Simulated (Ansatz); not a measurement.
The starting structures come from a database of crystals and need not be the phases stable at ambient conditions.

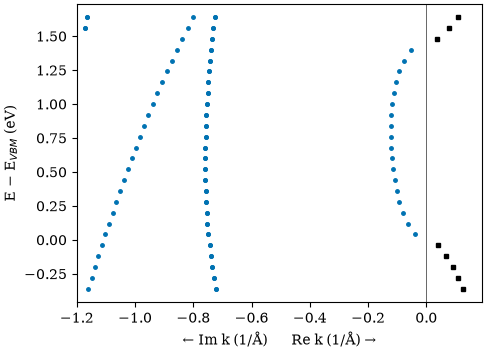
Figure. Complex bands at the centre of the two-dimensional zone; PBEsol run with Ansatz (a program for electronic structure)

The gap is the functional's own, uncorrected, and κ follows it; spin-orbit coupling is left out. Mid-gap means the computed energy nearest the middle.

Q: This is GaS (P6_3/mmc, 8 atoms a cell, 21.4 Å³ an atom) along the normal of (001). Read off the slowest decay at the centre of the two-dimensional zone at 0.68 eV, the computed energy nearest the middle of the gap.

A: κ ≈ 0.12 1/Å, a decay length 1/(2κ) of the density of 4.1 Å.
